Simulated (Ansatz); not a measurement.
KTaO3 under a change: O on a K site (antisite)

The reference is a 10-atom supercell of KTaO3 in the cubic perovskite structure (space group Pm-3m, No. 221; a = 3.9853 Å) at its relaxed geometry.

Perturbation: a neutral O on a K site (antisite), atoms relaxed at fixed cell, starting from a slightly rattled geometry.

Calculations: PBEsol/PAW in Ansatz (a quantum-chemistry and plane-wave program), spin-orbit coupling left out. k-mesh 6×6×6 (Γ-centred); smearing 0.01 eV (Fermi–Dirac).

The pressure goes from zero to -1.5 GPa and the largest displacement of a host atom from its site in the perfect cell comes out as 0.12 Å.

Final structure:

```
CELL_PARAMETERS angstrom
      3.98532    -3.98532     0.00000
      0.00000     3.98532    -3.98532
      0.00000     3.98532     3.98532
ATOMIC_POSITIONS crystal
  O  0.12792 0.06491 0.93396
  K  0.98083 0.49137 0.50755
  Ta 0.48659 0.24425 0.75463
  Ta 0.46757 0.73474 0.26413
  O  0.98366 0.99278 0.49570
  O  0.98415 0.49301 0.00393
  O  0.48608 0.49303 0.50588
  O  0.49406 0.99278 0.00609
  O  0.48609 0.99497 0.50586
  O  0.49407 0.50317 0.00612
```

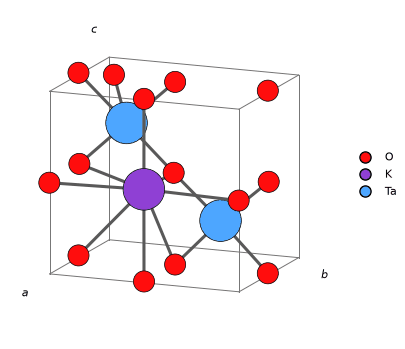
*The relaxed cell after the change*

Cost of the whole job for the changed cell (relaxation, final SCF and bands): around 23 core-minutes (rough).

The magnetic state is the one reached from the starting moments; the real material's order can differ, and small cells can't hold many antiferromagnetic ones. In so small a cell the defect repeats every few ångströms: this is an ordered compound, not a dilute defect. The defect cell is spin-polarised and ends with 3.0 μB.
